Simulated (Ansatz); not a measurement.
ClF₂HOZr

The calculation's input:

```
crystal:
  periodic: [false, false, false]
  atoms:
    - { symbol: Zr, position_ang: [0.0, 0.0, 0.0] }
    - { symbol: F, position_ang: [0.0, 0.0, 1.98] }
    - { symbol: Cl, position_ang: [2.3764, 0.0, -0.8392] }
    - { symbol: O, position_ang: [-0.975, 1.6891, -0.6893] }
    - { symbol: H, position_ang: [-1.9328, 1.4584, -0.9117] }
    - { symbol: F, position_ang: [-0.9326, -1.6157, -0.6593] }
basis:
  gaussian: { orbitals: def2-SVP }
hamiltonian:
  xc: pbe0
  dispersion: d4
relax:
  f_tol: 0.02
  max_steps: 40
output:
  orbitals: {}
```

Command:

```sh
ansatz run input.yaml --threads 2 --pin off --max-ram 3072MiB --backend cpu --events-out ev --progress --plain --runs-dir out
```

The fields are those of the run's last geometry, not of the input's.

Core potentials replace the inner electrons of Zr.

Computed with RKS PBE0-D4/def2-SVP in Ansatz 0.2.0.

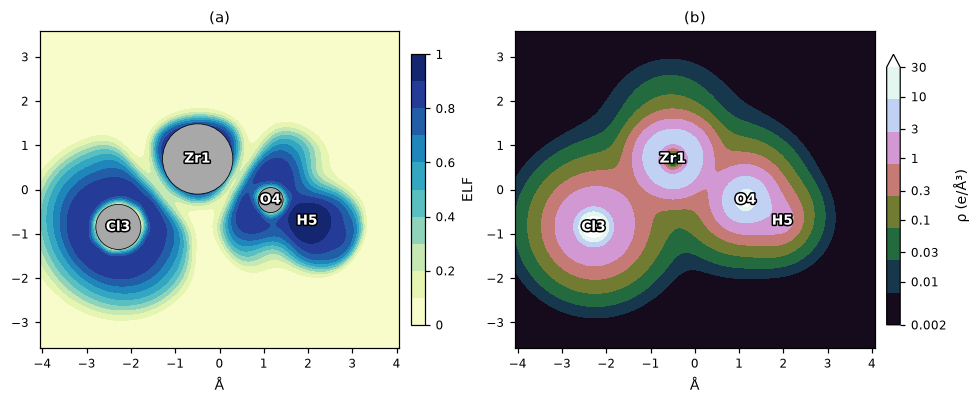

Figure 1. (a) electron localisation function; (b) electron density on the plane of atoms Cl3, Zr1 and O4. Grey discs cover the atomic cores in the ELF map.

### What do the fields say about this system?

- The section cuts through Zr, Cl, O and H sites.
- Zr–O (1.89 Å): ρ is about 0.95 e/Å³ halfway; the ELF peaks at about 0.80 in the valence shell of O, 0.5 Å from its nucleus, and drops to about 0.20 between the two atoms.
- Zr–Cl (2.36 Å): ρ at the midpoint is about 0.56 e/Å³; the ELF peaks at about 0.85 in the valence shell of Cl, 0.8 Å from its nucleus, and is about 0.35 at the midpoint.
- O–H (0.96 Å): the density is about 3.7 e/Å³ at the midpoint; the ELF climbs to about 1 towards the hydrogen, as it does in any bond to H (an ordinary covalent bond to hydrogen).

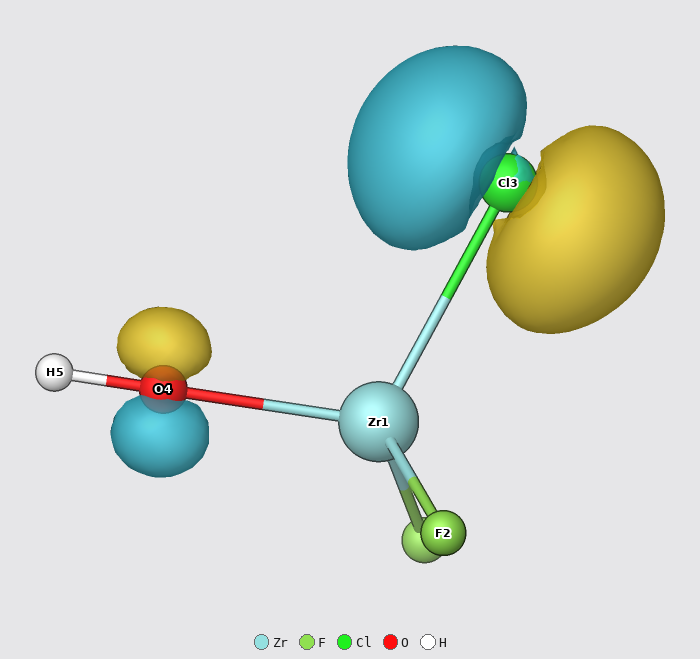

Figure 2. The HOMO at ±0.2 Å⁻³ᐟ² (yellow and cyan are the two phases), seen across its widest extent.

### Describe this orbital and give its energy.

By Hirshfeld shares it lies mainly on Cl3 (about 80 %) and O4 (about 10 %); largely a lone pair of Cl3. Its energy is −9.35 eV.

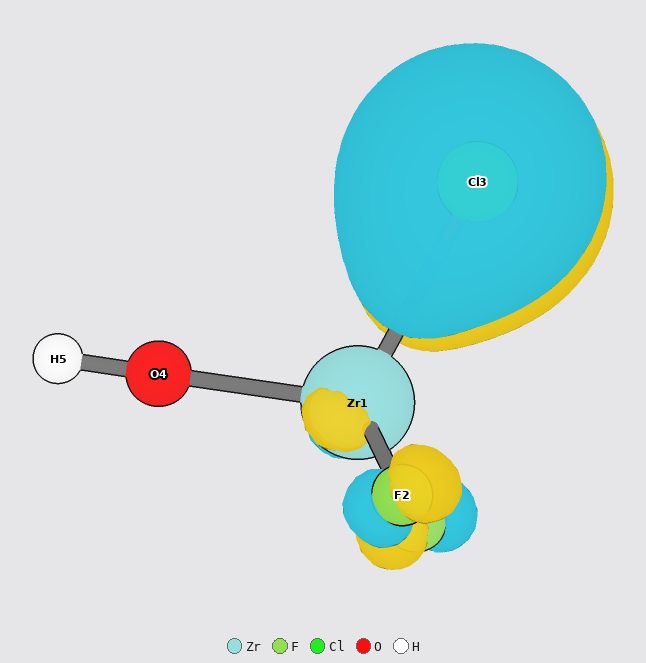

Figure 3. The HOMO−1 at ±0.1 Å⁻³ᐟ² (yellow and cyan are the two phases), seen across its widest extent.

### Where does this orbital lie, and at what energy?

Its weight (Hirshfeld) is mainly on Cl3 (about 85 %); largely a lone pair of Cl3. Its energy is −9.42 eV.
